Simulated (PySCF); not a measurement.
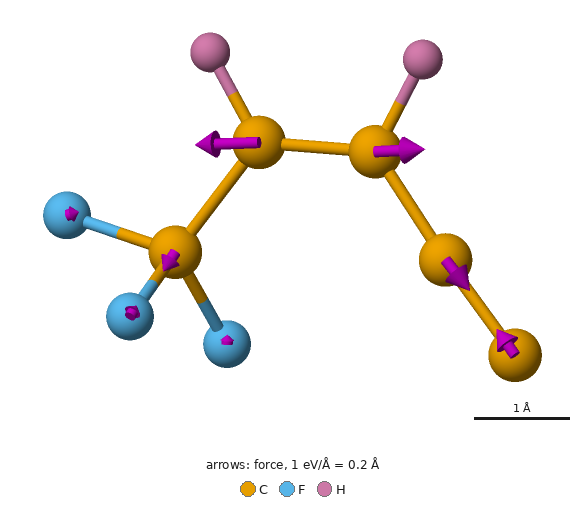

Starting geometry of C5H2F3 (charge −1) with the computed forces as purple arrows. A ball-and-stick model, seen at a tilt.

The start comes from GFN2-xTB. Its atoms were then displaced at random by about 0.01 Å.

These are results of PySCF 2.14.0, density-fitted response routines, PBE0-D3(BJ)/def2-SVP geometry optimisation, gas phase, not measurements. 

**What follows when this structure is relaxed?**

It isn't relaxed: the largest force vector, on a C atom, is 3.69 eV/Å. The final displacements follow the starting forces only in part (cosine between the two patterns 0.33). The atom that moves furthest after the best rigid fit is a C atom (0.10 Å). By element the largest moves are C 0.10 Å, F 0.05 Å, H 0.03 Å. Among the contacts that change: C–C 1.314 → 1.364 Å, C–F 1.376 → 1.352 Å, C–C 1.280 → 1.259 Å, C–C 1.488 → 1.478 Å. Among the angles between lasting bonds that change: C–C–H 124.1° → 120.4°, C–C–H 111.1° → 114.3°. After 7 geometry steps the energy has fallen by 0.141 eV.

Limits of the set-up: the basis has no diffuse functions, which an anion needs.
